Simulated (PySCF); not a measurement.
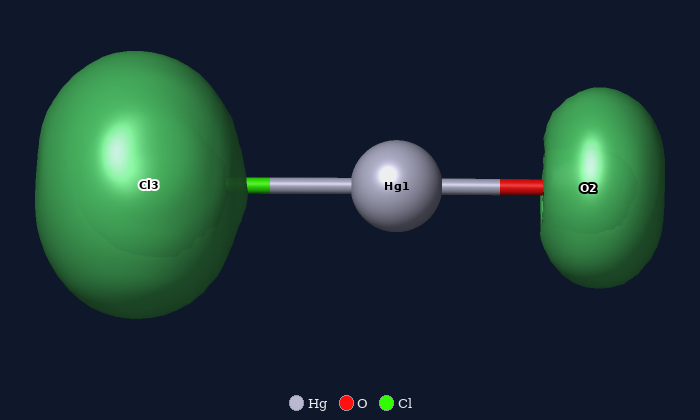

Figure. ClHgO (charge −1). Isosurface of the ELF at 0.75 (green), seen from one side. Only the valence region is drawn (cores and ρ < 0.01 e/Å³ removed).

Core potentials replace the inner electrons of Hg.

The calculation used RKS PBE0, Hg def2-SVP with ECP60, O def2-SVP, Cl def2-SVP; non-relativistic Hamiltonian with scalar-relativistic core potentials where named; density fitting in PySCF.

Identify the bonds, lone pairs and shells in this picture.

Answer. The ELF exceeds this value in one region wrapped around Cl (its valence shell) and one region wrapped around O (its valence shell).

Values along the shortest contacts:
Hg–O (1.89 Å): the ELF peaks at about 0.70 in the valence shell of O, 0.5 Å from its nucleus, and is about 0.30 at the midpoint. Hg–Cl (2.42 Å): the ELF peaks at about 0.85 in the valence shell of Cl, 0.9 Å from its nucleus, and is about 0.30 at the midpoint.
